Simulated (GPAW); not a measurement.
Mn2Co2C (P4/mmm), Co K edge of atom 1, with 2 C at 1.88 Å (linear, site symmetry mmm). Method: GPAW, LDA, excited-electron core hole (neutral cell), 20-atom cell with 6.5 Å between holes, 3×3×3 k points, dipole transitions, Gaussian full width 1.33 eV up to 4 eV, rising linearly to 3.5 eV at 25 eV.

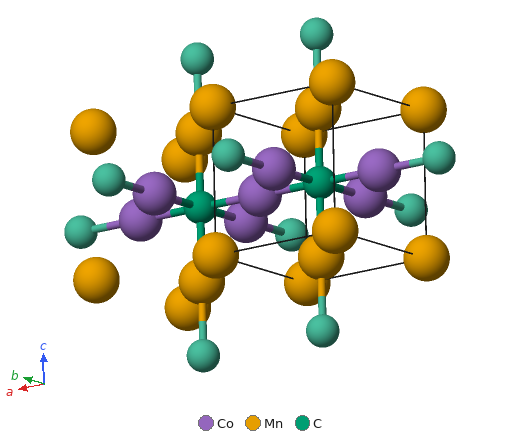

The structure (cobalt purple, manganese orange, carbon teal). 2×1×1 cells are drawn. Some periodic images of atoms are drawn too.

```xyz
5
Lattice="3.7592 0.0000 0.0000 0.0000 3.7592 0.0000 0.0000 0.0000 3.8244" Properties=species:S:1:pos:R:3 pbc="T T T"
Co    0.0000    1.8796    1.9122
Co    1.8796    0.0000    1.9122
Mn    1.8796    1.8796    0.0000
Mn    0.0000    0.0000    0.0000
C     1.8796    1.8796    1.9122
```

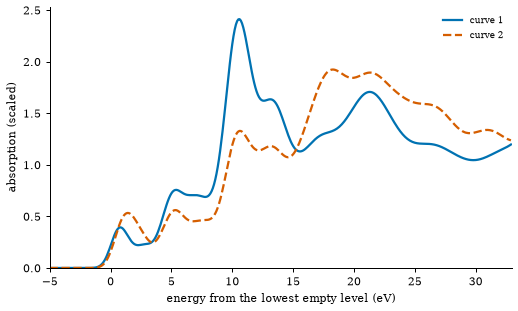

Energy from the lowest empty level; a common scale on which the isotropic spectrum has a mean of 1 over the first 20 eV.

Question: The curves are for the electric vector along different Cartesian axes of the cell as given, averaged over the symmetry-equivalent atoms. Which is which?

Curve 1: along z (c), main maxima 0.8 eV (0.39), 5.4 eV (0.76), 10.6 eV (2.41) and 21.3 eV (1.71). Curve 2: along x (⊥ c) (the other in-plane axis gives the same curve within 3 %), main maxima 1.4 eV (0.53), 5.3 eV (0.56), 10.6 eV (1.33), 18.3 eV (1.92) and 21.3 eV (1.89). A K edge sees empty p states, which here mix into the lowest empty bands, so that weight starts at the zero. Each direction probes the empty orbitals that point along it. The hole lies in one spin channel, while the script sums the empty states of both and takes the lower zero; where the two channels are split, this blurs and shifts the curve. Quadrupole 1s→3d transitions, which feed the pre-edge, are not in the dipole spectrum.

[Banner, clock and machine lines of the logs are left out without a mark of their own.]

[Logs are printed without paths, hosts, clocks, repeated set-up lines and the standing remarks that a program may print on its own settings, such as how far it seeks lower states.]

[Hosts, paths, dates, database ids (printed as entryN), source tags and the programs' standing remarks are cut or masked in the printed files.]

[Lists of maxima count a maximum above −3 eV only where it reaches 4 % of the highest in the window and stands out from its surroundings by 2 % of it (1.5 % where it reaches 55 %); shoulders and weaker maxima are passed over, and of the rest the first, up to two pre-edge ones and the few strongest are named.]
